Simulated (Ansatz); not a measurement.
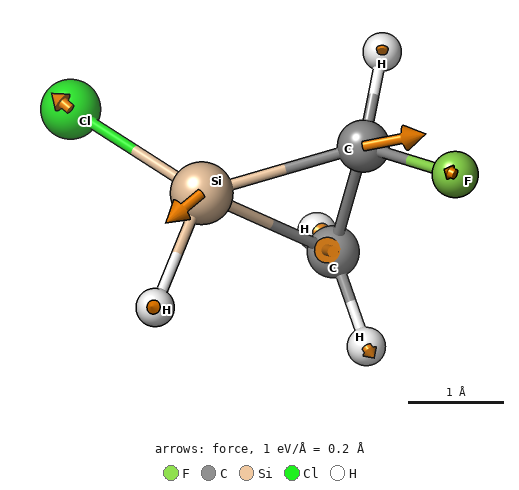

Starting geometry of C2H4ClFSi (coarse preliminary run) with the computed forces as orange arrows. A ball-and-stick model, seen from a free direction.

The start comes from a force field.

Theory: RKS PBE-D4/def2-SVP in Ansatz. (force threshold 0.03 eV/Å; at most 200 steps)

Q: Is this structure relaxed? If not, where do the atoms go?

A: It isn't relaxed: the largest force vector, on a C atom, is 3.63 eV/Å. The final displacements follow the starting forces only in part (cosine between the two patterns 0.32). Over 7 geometry steps the energy falls by 14.4 kcal/mol. Largest force component: 3.1 eV/Å at the start, 0.022 eV/Å at the end. An H atom moves most after the best rigid fit: 0.37 Å. By element the largest moves are H 0.37 Å, Cl 0.33 Å, Si 0.22 Å, C 0.12 Å, F 0.07 Å. Among the contacts that change: C–Si 1.779 → 1.878 Å, C–C 1.469 → 1.544 Å, Cl–Si 2.013 → 2.073 Å, C–H 1.141 → 1.104 Å. Bond angles that change, for instance: Si–C–H 112.4° → 126.8°, C–Si–H 104.3° → 118.2°, C–Si–Cl 109.0° → 121.2°.
